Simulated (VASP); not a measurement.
# A VASP study of BaAs2Rh2 (optB86b-vdW): structure first, properties next, part 5 of 5

What structure and properties does optB86b-vdW give BaAs2Rh2, and how near are they to the measured ones? Left out of this account: 3 further runs (self-consistent run: a volume scan without its fit). The start is a computed cell from the Materials Project.

VASP 6.6.1; optB86b-vdW; plane waves and PAW (Ba_sv, As, Rh_pv).

Still holding for the runs below: Spin-orbit coupling is off here; with elements this heavy it splits and shifts levels by tenths of an eV or more.

So far. Step 6 (Density of states (optB86b-vdW)): The finer mesh and the other smearing move the Fermi level by +0.01 eV from the 9×9×9 run, a small shift, which tests the Fermi level alone. Of the states within 0.3 eV of the Fermi level, the largest shares in the PAW spheres are Rh d 45 %, As p 9 % and Ba d 8 %. The rest lies in smaller channels or between the spheres. The relaxed cell has a = 4.056, c = 12.872 Å (conventional setting).

**8. Independent-particle dielectric function (optB86b-vdW)**

LOPTICS sums transitions from filled to empty bands. The mesh is finer than in the run before. NBANDS is raised for it.

File INCAR:

```
SYSTEM = BaAs2Rh2
PREC = Accurate
ENCUT = 400
EDIFF = 1E-06
NELM = 100
ISMEAR = 1
SIGMA = 0.2
LREAL = .FALSE.
ALGO = Normal
GGA = MK
AGGAC = 0
LUSE_VDW = .TRUE.
PARAM1 = 0.1234
PARAM2 = 1
LASPH = .TRUE.
NBANDS = 65
LORBIT = 11
LWAVE = .FALSE.
LCHARG = .FALSE.
KPAR = 4
LOPTICS = .TRUE.
NEDOS = 1500
CSHIFT = 0.1
```

File POSCAR:

```
BaAs2Rh2
1.0
   -2.0279366973      2.0279366973      6.4361530480
    2.0279366973     -2.0279366973      6.4361530480
    2.0279366973      2.0279366973     -6.4361530480
Ba As Rh
1 2 2
Direct
    0.0000000000      0.0000000000      0.0000000000
    0.3580447861      0.3580447861      0.0000000000
    0.6419552139      0.6419552139      0.0000000000
    0.7500000000      0.2500000000      0.5000000000
    0.2500000000      0.7500000000      0.5000000000
```

File KPOINTS:

```
Automatic mesh
0
Gamma
14 14 14
0 0 0
```

PAW data sets: Ba_sv, As and Rh_pv (PBE family, release 64).

Launch:

```sh
> mpirun -np 4 vasp_std
```

The log of the run:

```text
[... set-up lines as in an earlier step ...]
 entering main loop
       N       E                     dE             d eps       ncg     rms          rms(c)
DAV:   1     0.431688475953E+03    0.43169E+03   -0.20879E+04 32904   0.611E+02
DAV:   2    -0.799333691195E+00   -0.43249E+03   -0.40292E+03 35818   0.219E+02
DAV:   3    -0.193914432105E+02   -0.18592E+02   -0.18245E+02 38225   0.475E+01
DAV:   4    -0.196324829418E+02   -0.24104E+00   -0.24033E+00 37596   0.472E+00
DAV:   5    -0.196367265128E+02   -0.42436E-02   -0.42428E-02 38759   0.610E-01    0.145E+01
DAV:   6    -0.193210541987E+02    0.31567E+00   -0.38478E+00 37730   0.104E+01    0.763E+00
DAV:   7    -0.186983854587E+02    0.62267E+00   -0.15870E+00 36569   0.608E+00    0.456E+00
DAV:   8    -0.186229666512E+02    0.75419E-01   -0.97039E-02 37848   0.169E+00    0.786E-01
DAV:   9    -0.186230249271E+02   -0.58276E-04   -0.69084E-03 36009   0.296E-01    0.179E-01
DAV:  10    -0.186232670621E+02   -0.24213E-03   -0.55245E-04 36830   0.915E-02    0.566E-02
DAV:  11    -0.186232797528E+02   -0.12691E-04   -0.69844E-05 37485   0.239E-02    0.334E-02
DAV:  12    -0.186232902891E+02   -0.10536E-04   -0.27224E-05 36473   0.177E-02    0.742E-03
DAV:  13    -0.186232902985E+02   -0.93405E-08   -0.14611E-06 37093   0.366E-03
   1 F= -.18623290E+02 E0= -.18623933E+02  d E =0.192775E-02
 optical routines
 imaginary and real dielectric function
 recalculating local potential from charge density
 direction            1
 direction            2
 direction            3
```

Elapsed: 12 min, on 4 MPI ranks of Intel Xeon Platinum 8259CL at 2.50GHz (Skylake/Cascade Lake), shared host; peak memory 8.3 GiB.

From OUTCAR (step 8):

```text
   k-points           NKPTS =    244   k-points in BZ     NKDIM =    244   number of bands    NBANDS=     65

   NELECT =      50.0000    total number of electrons

 E-fermi :   6.6716

 k-point     1 :       0.0000    0.0000    0.0000
  band No.  band energies     occupation
    ...
     21       4.5024      2.00000
     22       5.4295      2.00000
     23       5.7887      2.00000
     24       5.7887      2.00000
     25       6.5720      1.73825
     26       6.8352      0.01090
     27       8.6855     -0.00000
     28       8.7198     -0.00000
     29       8.8560     -0.00000
     30       8.8560     -0.00000
    ...

  Total       -0.0015480     -0.0015480     -0.0310447      0.0000000     -0.0000000      0.0000000
  in kB       -0.0234260     -0.0234260     -0.4697888      0.0000000     -0.0000000      0.0000000
  external PRESSURE =      -0.1722136 kB  Pullay stress =       0.0000000 kB

 POSITION                                       TOTAL-FORCE (eV/Angst)
 -----------------------------------------------------------------------------------
      0.00000      0.00000      0.00000        -0.000000     -0.000000     -0.000000
      0.00000      0.00000      4.60886        -0.000000     -0.000000     -0.003217
      0.00000      0.00000      8.26344         0.000000      0.000000      0.003217
     -0.00000      2.02794      3.21808        -0.000000     -0.000000     -0.000000
      2.02794     -0.00000      3.21808        -0.000000     -0.000000     -0.000000
 -----------------------------------------------------------------------------------
    total drift:                                0.000000     -0.000000      0.000000

  FREE ENERGIE OF THE ION-ELECTRON SYSTEM (eV)
  ---------------------------------------------------
  free  energy   TOTEN  =       -18.6232902985 eV

  energy  without entropy=      -18.6252180526  energy(sigma->0) =      -18.62393288

Total vdW correction in eV:      7.3636925

Total vdW correction in eV:      7.3636925

 plasma frequency squared (from intraband transitions) (eV^2)
  --------------------------------------------------------------------------------------
      17.299       0.000       0.000
       0.000      17.299       0.000
       0.000       0.000      16.328

[... 7 parts as in an earlier step ...]

[... 9 further parts left out ...]
```

These are independent-particle spectra without excitons or local fields, and fine structure depends on the mesh and on CSHIFT. The intraband (Drude) part is not in this spectrum.

Numbers from this step:

```
SCF cycles           : 13
bands                : 65
irreducible k-points : 244
Fermi energy         : 6.672 eV
pressure             : -0.01722 GPa
```

The imaginary dielectric function has structure finer than the step of the table below, so its rows give means over 2 eV, whole bins alone (the curve runs from 0 to 25.0 eV). Peaks (eV: height): xx 0.7: 23.5; zz 0.3: 43.2, 4.5: 12.1.

The imaginary dielectric function by photon energy; means over each step:

```
photon energy (eV)     xx     zz
                 2   15.4   8.68
                 4   8.21   8.26
                 6   4.72   7.06
                 8   5.17   4.28
                10   2.49   2.42
                12   2.17   2.18
                14   1.93   1.59
                16   1.55   1.62
                18   1.85   2.16
                20  0.802  0.808
                22  0.599  0.586
```

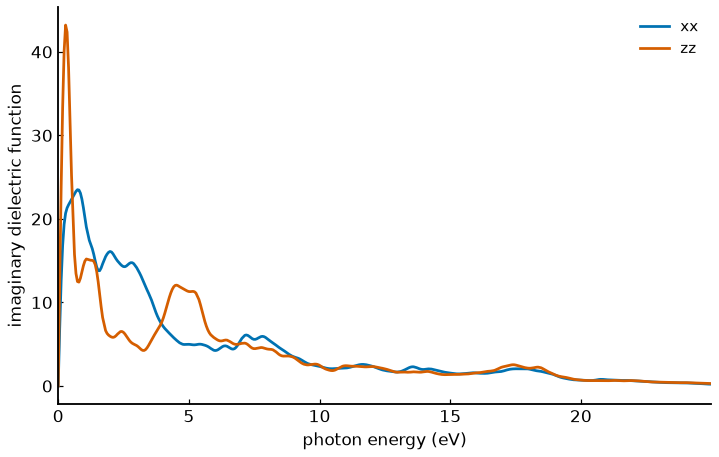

Imaginary dielectric function against photon energy.

The real dielectric function by photon energy:

```
photon energy (eV)       xx       zz
                 0     54.2     70.2
                 1     12.9     11.5
                 2     8.37     4.76
                 3     1.64     5.73
                 4    -1.21     9.02
                 5    0.753     1.98
                 6     1.26   -0.900
                 7     2.15  -0.0449
                 8   -0.567   -0.524
                 9    -1.21   -0.947
                10   -0.670   -0.635
                11    0.142    0.194
                12   -0.289  -0.0348
                13    0.203  -0.0620
                14  -0.0114    0.185
                15   -0.132    0.325
                16    0.140    0.636
                17    0.343    0.660
                18   -0.385   -0.331
                19   -0.895    -1.05
                20   -0.450   -0.592
                21   -0.262   -0.240
                22   -0.246   -0.190
                23   -0.168   -0.124
                24  -0.0627  -0.0334
```

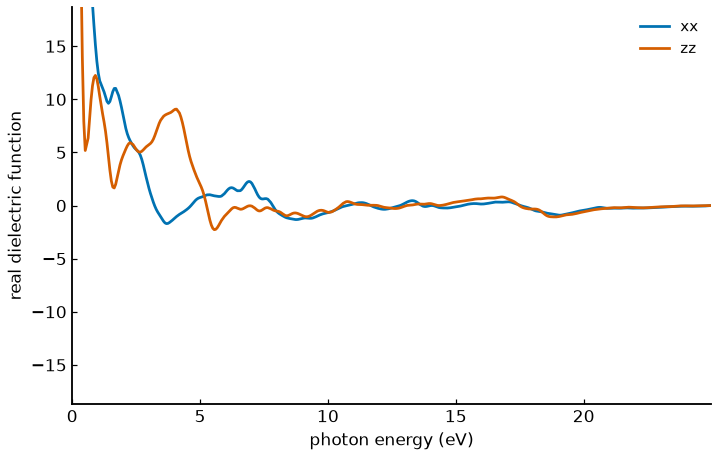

Real dielectric function, plotted against photon energy. Below 1 eV the curve runs off the scale.

**9. Outcome**

```json
{
 "relaxed volume": "21.18 Å³/atom",
 "relaxed conventional cell a, b, c": "4.056, 4.056, 12.872 Å",
 "space group after relaxing, within 0.02 Å": "I4/mmm (No. 139)",
 "band gap": "none, a metal",
 "DOS at the Fermi level": "3.44 states/eV/cell",
 "highest zone-centre mode": "243 cm⁻¹"
}
```

What this shows: With optB86b-vdW, BaAs2Rh2 relaxes to 21.18 Å³/atom in space group I4/mmm (held by the symmetry of the run) and comes out as a metal. Bands along the symmetry lines (optB86b-vdW): Of the bands kept, 2 cross the Fermi level on this path. Vibrations at Γ (optB86b-vdW): The highest mode in this list at Γ, 242.8 cm⁻¹, is mostly motion of Rh (72 % of the kinetic energy). Spin-orbit coupling is left out, and with elements this heavy it would split and shift bands near the Fermi level. Modes at Γ alone can't show that the crystal is stable at other wave vectors. No search among competing phases was made, and a listed structure need not be the one stable at ambient conditions. All values are for a static lattice at zero temperature.

[Lines on the potential files, build, host, timing and source positions are cut from VASP's logs without a mark.]

[Logs are printed without paths, hosts, clocks, repeated set-up lines and the standing remarks that a program may print on its own settings, such as how far it seeks lower states.]

[Hosts, paths, dates, database ids (printed as entryN), source tags and the programs' standing remarks are cut or masked in the printed files.]

[A measured line is paired with the nearest computed mode of its activity, which favours agreement.]
